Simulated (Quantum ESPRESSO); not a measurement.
**Convergence study of the k-point mesh at a smearing width of 0.05 eV for Pb (Fm-3m, 1 atom in the cell)**

```
CELL_PARAMETERS angstrom
     -2.46758     0.00000     2.46758
      0.00000     2.46758     2.46758
     -2.46758     2.46758     0.00000
ATOMIC_POSITIONS crystal
  Pb 0.00000 0.00000 0.00000
```

Computed with PBE, GBRV 1.5 ultrasoft (PBE) pseudopotentials (plane waves; Quantum ESPRESSO).

Base settings: ecutwfc = 40 Ry; ecutrho = 200 Ry; occupations = smearing; smearing = gaussian; degauss = 0.0073499 Ry; potentials = {Pb: pb_pbe_v1.uspp.F.UPF}; K_POINTS = automatic 12 12 12 0 0 0; conv_thr = 1e-10 Ry.

In this ladder: degauss = 0.0036749 Ry.

The second cell is the first with its lattice scaled by 0.98.

Only quantities that move along the ladder and can be compared are tabulated.

The count of work is k-points × plane waves × bands × iterations; it is no time. 

The starting cell has typed, rounded lattice constants, without a prior relaxation at this level. Its lattice was rescaled by up to half a per cent.

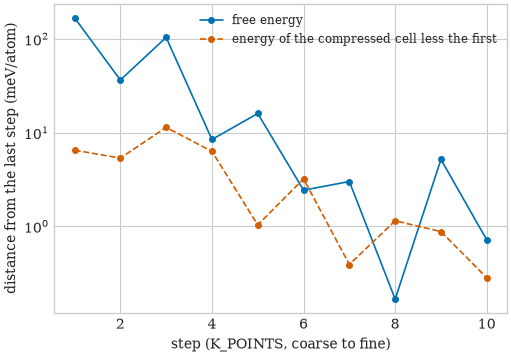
*Distance from the last step along the ladder; very small values are drawn at a floor.*

```tsv
K_POINTS	free energy less the last step's (meV/atom)	energy of the compressed cell less the first (meV/atom)	pressure (GPa)	count of work / last
automatic 4 4 4 0 0 0	168.14	43.05	2.15	0.016
automatic 5 5 5 0 0 0	36.37	44.19	2.22	0.018
automatic 6 6 6 0 0 0	103.80	60.87	3.59	0.024
automatic 7 7 7 0 0 0	-8.42	55.81	3.20	0.036
automatic 9 9 9 0 0 0	-15.97	48.49	2.57	0.062
automatic 10 10 10 0 0 0	2.42	46.32	2.41	0.084
automatic 13 13 13 0 0 0	3.00	49.13	2.69	0.15
automatic 15 15 15 0 0 0	-0.17	48.38	2.64	0.21
automatic 18 18 18 0 0 0	5.16	48.65	2.65	0.30
automatic 22 22 22 0 0 0	0.71	49.80	2.75	0.59
automatic 27 27 27 0 0 0	0.00	49.52	2.72	1.0
```

Coarsest K_POINTS that holds the free energy within 2 meV/atom of the last step, with all finer ones: automatic 22 22 22 0 0 0; the step before is off by 5.2 meV/atom.

Coarsest K_POINTS that holds the pressure within 0.2 GPa of the last step, with all finer ones: automatic 13 13 13 0 0 0, at 0.15 of the last step's count of work; the step before is off by 0.31 GPa.

Coarsest K_POINTS that holds the energy of the compressed cell less the first within 2 meV/atom of the last step, with all finer ones: automatic 13 13 13 0 0 0, at 0.15 of the last step's count of work; the step before is off by 3.2 meV/atom.

The energy difference between the two cells stays within 1 meV/atom of the last step's from automatic 18 18 18 0 0 0 on, the total only from automatic 22 22 22 0 0 0 on: much of the error is common to both cells and cancels.
